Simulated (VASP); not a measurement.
Band structure of BaTe (rock salt). All values below come from revPBE GGA, VASP's PBE PAW potentials (set 64) (plane waves; VASP 6.6.1).

Unless said otherwise, spin-orbit coupling is left out, though it shifts the bands of the heavy elements here.

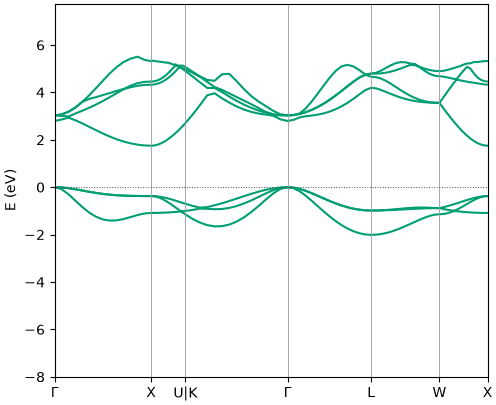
Bands along high-symmetry lines, zero at the valence-band maximum or, without a gap, the Fermi level

Task: Read the plot: is there a gap, and where are the band edges?

Result: The gap is indirect, 1.75 eV, from the valence maximum at Γ to the conduction minimum at X. (Edges off the drawn lines would not show.)

The compound is BaTe in the rock salt structure. It was relaxed first, which changed the volume by +7 %.
